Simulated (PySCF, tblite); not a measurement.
# 2-trifluoromethyl-2-propanol: a rotation path, then NMR shifts on frames

Aim: move 2-trifluoromethyl-2-propanol (`CC(C)(O)C(F)(F)F`) away from its starting geometry and see how NMR shifts follow the geometry.

The runs use tblite 0.8.0 and PySCF 2.14.0, with density-fitted response routines of our own; the level of theory stands in each step. All values are computed, except where a source is named. Atoms are numbered from 0 throughout.

## Step 1: Starting geometry

15 atoms, charge 0, multiplicity 1; geometry from: GFN2-xTB.

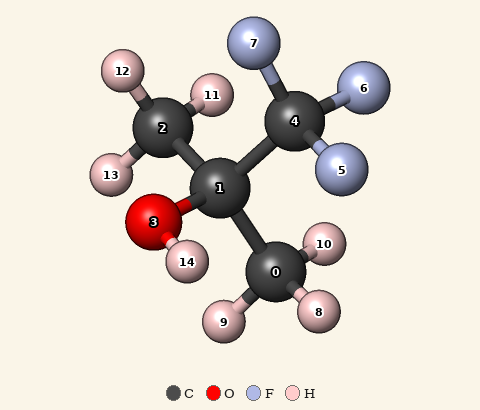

The starting geometry (carbon dark grey, oxygen red, fluorine light blue, hydrogen pink), atoms numbered; sticks join atoms by distance.

## Step 2: A band between two rotamers with GFN2-xTB

The job: settings as JSON, then the geometry in Å.

```
{"job": {"kind": "neb", "xc": "GFN2-xTB", "basis": "xTB", "atoms": [0, 1, 4, 5], "turn": 120}, "charge": 0, "multiplicity": 1}
C     -0.219476     1.410167    -0.309346
C      0.107555     0.029051     0.265059
C      1.430597    -0.513017    -0.270520
O      0.191254     0.051238     1.667752
C     -1.026548    -0.941160    -0.134619
F     -2.200626    -0.561567     0.407491
F     -1.217763    -0.993073    -1.461115
F     -0.811165    -2.195079     0.273784
H     -1.189233     1.753670     0.047547
H      0.542708     2.114415     0.012852
H     -0.237556     1.375537    -1.395052
H      1.386454    -0.623017    -1.350100
H      1.639461    -1.476770     0.185728
H      2.226188     0.176031    -0.005169
H     -0.626264     0.401564     2.043798
```

With the program's defaults for keys left out, this is: GFN2-xTB climbing-image nudged elastic band, gas phase.

Started as:

```bash
$ OMP_NUM_THREADS=1 python probes_run.py task.json out
```

The driver reads the jobs from task.json and runs them one after another.

The program printed:

```text
image   E - E0 / eV
  0       0.0000
  1       0.0270
  2       0.0817
  3       0.1287
  4       0.1455
  5       0.1268
  6       0.0808
  7       0.0277
  8       0.0000
```

It took 1.5 s on 1 thread of Arm Neoverse V2, shared host; peak memory 0.19 GiB.

The final band, with the dihedral C0–C1–C4–F5:

```
image  dihedral (°)  energy (eV)  energy (kcal/mol)
    0           -63        0.000                0.0
    1           -48        0.027                0.6
    2           -33        0.082                1.9
    3           -19        0.129                3.0
    4            -4        0.145                3.4
    5            11        0.127                2.9
    6            26        0.081                1.9
    7            40        0.028                0.6
    8            56        0.000                0.0
```

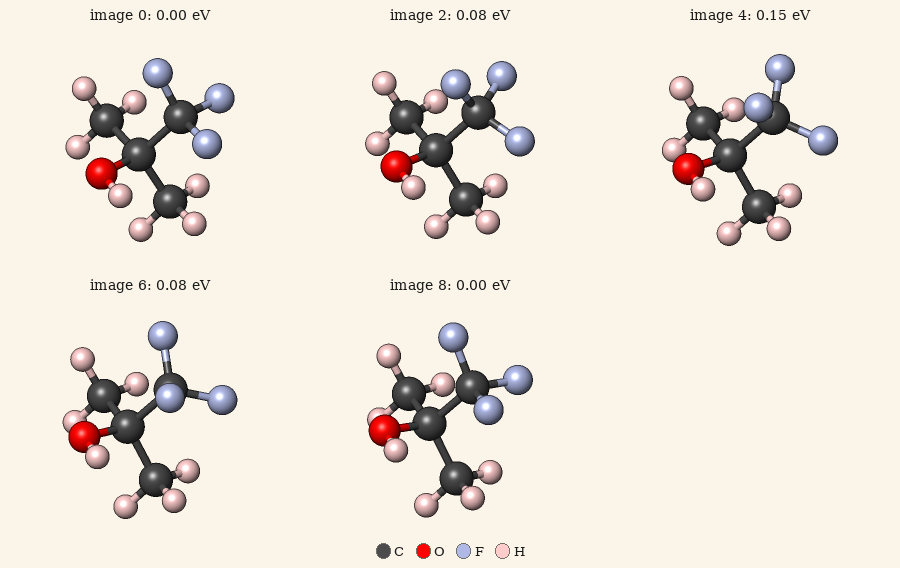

Images along the band.

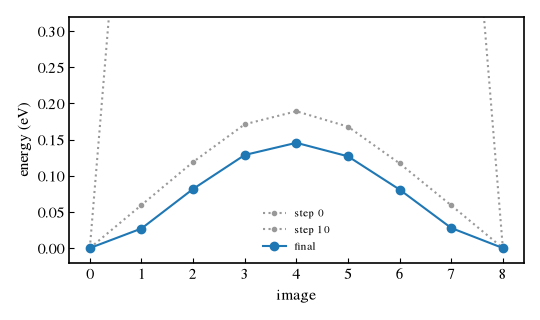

Energy along the band, early and final.

## Step 3: Shielding tensors: image 0, PBE0/pcSseg-1

The job: settings as JSON, then the geometry in Å.

```
{"job": {"kind": "nmr", "xc": "PBE0", "basis": "pcSseg-1", "pop": false}, "charge": 0, "multiplicity": 1}
C     -0.219500     1.410200    -0.309300
C      0.107600     0.029100     0.265100
C      1.430600    -0.513000    -0.270500
O      0.191300     0.051200     1.667800
C     -1.026500    -0.941200    -0.134600
F     -2.200600    -0.561600     0.407500
F     -1.217800    -0.993100    -1.461100
F     -0.811200    -2.195100     0.273800
H     -1.189200     1.753700     0.047500
H      0.542700     2.114400     0.012900
H     -0.237600     1.375500    -1.395100
H      1.386500    -0.623000    -1.350100
H      1.639500    -1.476800     0.185700
H      2.226200     0.176000    -0.005200
H     -0.626300     0.401600     2.043800
```

With the program's defaults for keys left out, this is: GIAO PBE0/pcSseg-1 NMR shielding, non-relativistic, gas phase.

The program printed:

```text
coarse grid: 13032 points
cycle   1  E = -530.5475237629  dE =  1.138e+00  |g| = 1.059e+00  |ddm| = 3.223e+00
cycle   2  E = -530.3405346328  dE =  2.070e-01  |g| = 1.576e+00  |ddm| = 1.527e+00
cycle   3  E = -530.7397731971  dE = -3.992e-01  |g| = 8.914e-02  |ddm| = 9.821e-01
cycle   4  E = -530.7410799003  dE = -1.307e-03  |g| = 4.770e-02  |ddm| = 1.009e-01
cycle   5  E = -530.7415839803  dE = -5.041e-04  |g| = 8.228e-03  |ddm| = 3.977e-02
cycle   6  E = -530.7415942086  dE = -1.023e-05  |g| = 3.320e-03  |ddm| = 7.362e-03
cycle   7  E = -530.7415959201  dE = -1.711e-06  |g| = 4.809e-04  |ddm| = 2.205e-03
final grid: 128456 points
cycle   8  E = -530.8188064817  dE = -5.852e-05  |g| = 1.024e-02  |ddm| = 3.196e-02
cycle   9  E = -530.8187889702  dE =  1.751e-05  |g| = 1.435e-02  |ddm| = 1.725e-02
cycle  10  E = -530.8188278642  dE = -3.889e-05  |g| = 1.042e-03  |ddm| = 9.672e-03
cycle  11  E = -530.8188280648  dE = -2.007e-07  |g| = 2.790e-04  |ddm| = 8.812e-04
cycle  12  E = -530.8188280795  dE = -1.472e-08  |g| = 7.055e-05  |ddm| = 2.264e-04
cycle  13  E = -530.8188280802  dE = -6.980e-10  |g| = 2.389e-05  |ddm| = 5.970e-05
converged SCF energy = -530.8188280802

GIAO shielding tensors (ppm)
atom      isotropic    diamagn.    paramagn.     s11        s22        s33       span
  0 C      161.009     248.327     -87.318    143.736    150.710    188.581     44.845
  1 C      111.602     244.703    -133.101     97.535    101.645    135.626     38.091
  2 C      163.867     246.842     -82.974    149.146    153.796    188.661     39.515
  3 O      268.256     389.104    -120.849    223.424    269.259    312.084     88.661
  4 C       50.507     244.142    -193.636     43.081     51.896     56.543     13.462
  5 F      278.133     474.195    -196.061    193.608    288.267    352.525    158.916
  6 F      270.327     474.615    -204.288    189.090    278.797    343.093    154.002
  7 F      275.971     472.792    -196.821    193.270    286.329    348.314    155.044
  8 H       30.298      30.516      -0.217     26.052     29.163     35.681      9.629
  9 H       30.387      30.170       0.217     26.772     28.156     36.232      9.461
 10 H       30.279      30.401      -0.122     26.239     28.412     36.186      9.947
 11 H       30.501      29.904       0.596     26.379     28.890     36.233      9.854
 12 H       29.927      29.328       0.598     25.475     28.477     35.827     10.352
 13 H       30.398      29.712       0.686     26.544     28.213     36.436      9.892
 14 H       30.425      32.867      -2.442     21.940     27.418     41.916     19.976
```

It took 34 s on 1 thread of Arm Neoverse V2, shared host; peak memory 0.77 GiB.

The references, computed at this level on geometries of the same kind, shield at (ppm): 1H TMS 31.72, 13C TMS 186.9, 19F CFCl3 170.9, 17O H2O 336.1. Their shielding less the atom's gives the shift. The references are single molecules in the gas phase, so shifts against H2O, NH3, PH3, H3PO4 or CFCl3 are not on the usual liquid scales and can be off by tens of ppm. Each atom is listed at this fixed geometry, with no averaging over motion; a spectrum would average atoms that exchange fast.

```
atoms                               environment  σ (ppm)  δ (ppm)
   C4                                CF3 carbon     50.5    136.4
   C1  fully substituted sp3 carbon bonded to O    111.6     75.3
   C0                             methyl carbon    161.0     25.9
   C2                             methyl carbon    163.9     23.1
  H12               hydrogen on a methyl carbon    29.93     1.79
  H10               hydrogen on a methyl carbon    30.28     1.44
   H8               hydrogen on a methyl carbon    30.30     1.42
   H9               hydrogen on a methyl carbon    30.39     1.33
  H13               hydrogen on a methyl carbon    30.40     1.32
  H14             hydrogen on an alcohol oxygen    30.42     1.29
  H11               hydrogen on a methyl carbon    30.50     1.22
   O3                            alcohol oxygen    268.3     67.8
   F6                   fluorine of a CF3 group    270.3    -99.4
   F7                   fluorine of a CF3 group    276.0   -105.0
   F5                   fluorine of a CF3 group    278.1   -107.2
```

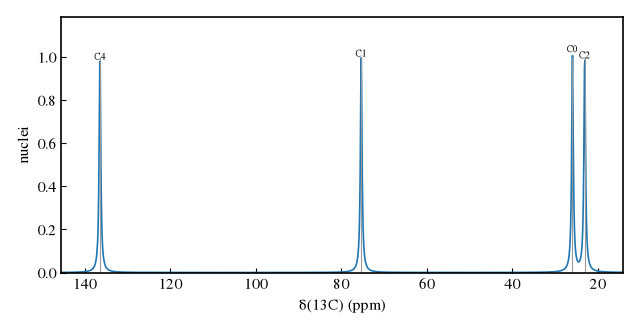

13C lines at the computed shifts, without couplings. Lines are broadened to a width of 0.45 ppm (Lorentzian).

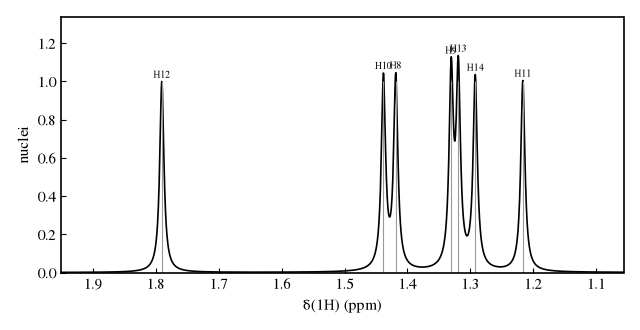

1H lines at the computed shifts, without couplings. Lines are broadened to a width of 0.01 ppm (Lorentzian).

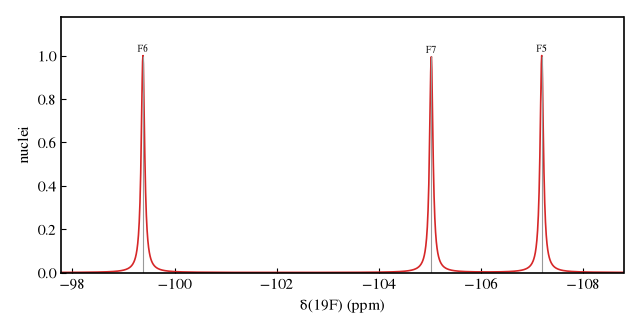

19F lines at the computed shifts, without couplings. Lines are broadened to a width of 0.08 ppm (Lorentzian).

The fields below are evaluated on a grid from the run's orbitals.

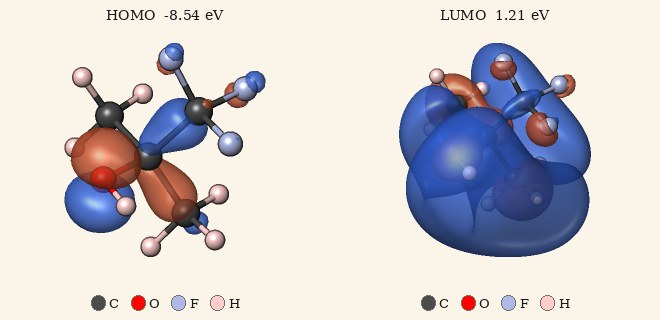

Frontier orbitals at PBE0/pcSseg-1; each surface holds 70 % of the orbital's density, blue and red mark the sign.

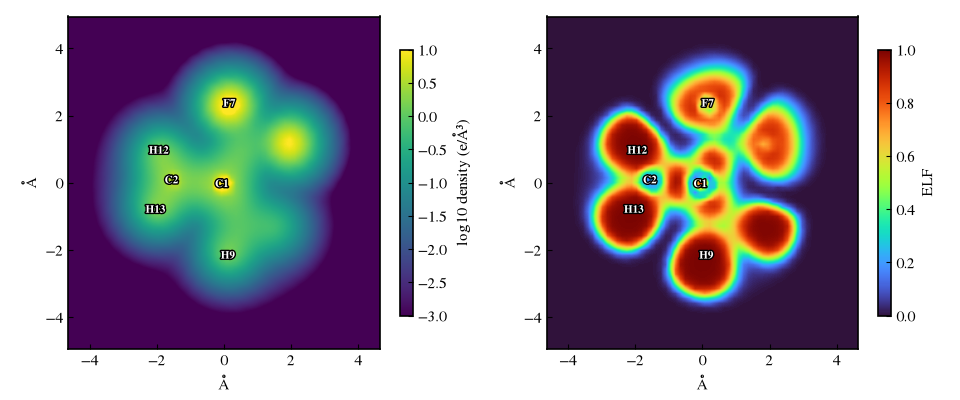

Density (left) and ELF (right) in a plane through or near 6 of the atoms.

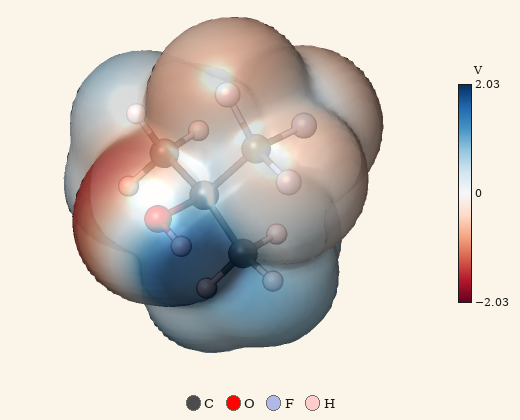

Electrostatic potential on the surface of density 0.002 e/bohr³; red is low, blue high. It runs, from the 1st to the 99th percentile, from -1.28 V near O3 to 2.03 V near H14.

## Step 4: Nuclear shieldings: image 2, PBE0/pcSseg-1

The job: settings as JSON, then the geometry in Å.

```
{"job": {"kind": "nmr", "xc": "PBE0", "basis": "pcSseg-1", "pop": false}, "charge": 0, "multiplicity": 1}
C     -0.236700     1.425200    -0.228100
C      0.112700     0.017600     0.261300
C      1.422500    -0.472600    -0.354200
O      0.259600    -0.025000     1.657600
C     -1.033400    -0.953300    -0.139800
F     -2.241000    -0.355300    -0.120400
F     -0.890700    -1.461100    -1.370900
F     -1.126500    -1.990000     0.699600
H     -1.182100     1.757400     0.194700
H      0.544800     2.112100     0.087400
H     -0.312000     1.436700    -1.311600
H      1.337400    -0.519200    -1.435300
H      1.670500    -1.457900     0.031700
H      2.217700     0.215300    -0.083400
H     -0.547300     0.278300     2.089600
```

Method: GIAO PBE0/pcSseg-1 NMR shielding, non-relativistic, gas phase.

The program printed:

```text
coarse grid: 13032 points
cycle   1  E = -530.5384592808  dE =  1.142e+00  |g| = 1.068e+00  |ddm| = 3.223e+00
cycle   2  E = -530.3219078254  dE =  2.166e-01  |g| = 1.601e+00  |ddm| = 1.566e+00
cycle   3  E = -530.7345144836  dE = -4.126e-01  |g| = 8.964e-02  |ddm| = 1.009e+00
cycle   4  E = -530.7358330625  dE = -1.319e-03  |g| = 4.858e-02  |ddm| = 1.031e-01
cycle   5  E = -530.7363592054  dE = -5.261e-04  |g| = 8.113e-03  |ddm| = 4.058e-02
cycle   6  E = -530.7363693218  dE = -1.012e-05  |g| = 3.245e-03  |ddm| = 7.199e-03
cycle   7  E = -530.7363709572  dE = -1.635e-06  |g| = 4.913e-04  |ddm| = 2.176e-03
final grid: 128456 points
cycle   8  E = -530.8135185054  dE = -5.586e-05  |g| = 9.821e-03  |ddm| = 2.838e-02
cycle   9  E = -530.8135025817  dE =  1.592e-05  |g| = 1.369e-02  |ddm| = 1.637e-02
cycle  10  E = -530.8135383508  dE = -3.577e-05  |g| = 1.051e-03  |ddm| = 9.376e-03
cycle  11  E = -530.8135385520  dE = -2.012e-07  |g| = 2.672e-04  |ddm| = 8.773e-04
cycle  12  E = -530.8135385656  dE = -1.363e-08  |g| = 6.878e-05  |ddm| = 2.260e-04
cycle  13  E = -530.8135385663  dE = -7.134e-10  |g| = 2.229e-05  |ddm| = 5.954e-05
converged SCF energy = -530.8135385663

GIAO shielding tensors (ppm)
atom      isotropic    diamagn.    paramagn.     s11        s22        s33       span
  0 C      159.545     248.160     -88.615    145.801    146.960    185.875     40.075
  1 C      110.663     244.779    -134.116     97.871     99.820    134.298     36.427
  2 C      162.419     246.859     -84.440    145.942    154.545    186.769     40.827
  3 O      261.192     388.620    -127.428    228.030    258.829    296.718     68.687
  4 C       50.396     243.213    -192.817     44.605     50.661     55.921     11.316
  5 F      265.794     474.569    -208.775    187.826    272.435    337.122    149.296
  6 F      265.918     474.073    -208.154    188.973    270.676    338.106    149.133
  7 F      267.641     472.073    -204.431    186.544    279.729    336.650    150.106
  8 H       30.174      30.677      -0.503     25.802     29.282     35.438      9.636
  9 H       30.329      30.128       0.201     26.676     28.213     36.097      9.421
 10 H       30.444      30.378       0.066     26.803     28.141     36.387      9.583
 11 H       30.383      30.052       0.330     26.242     29.024     35.883      9.641
 12 H       30.045      29.223       0.822     25.920     28.101     36.114     10.194
 13 H       30.385      29.731       0.655     26.467     28.269     36.421      9.954
 14 H       30.668      32.787      -2.119     22.559     27.338     42.106     19.548
```

Run time: 25 s. Hardware: 1 thread of Arm Neoverse V2, shared host; peak memory 0.79 GiB.

This run: δ C4 136.5, C1 76.3, C0 27.4, C2 24.5, H12 1.67, H8 1.54 ppm.

[end of part 1 of 2]
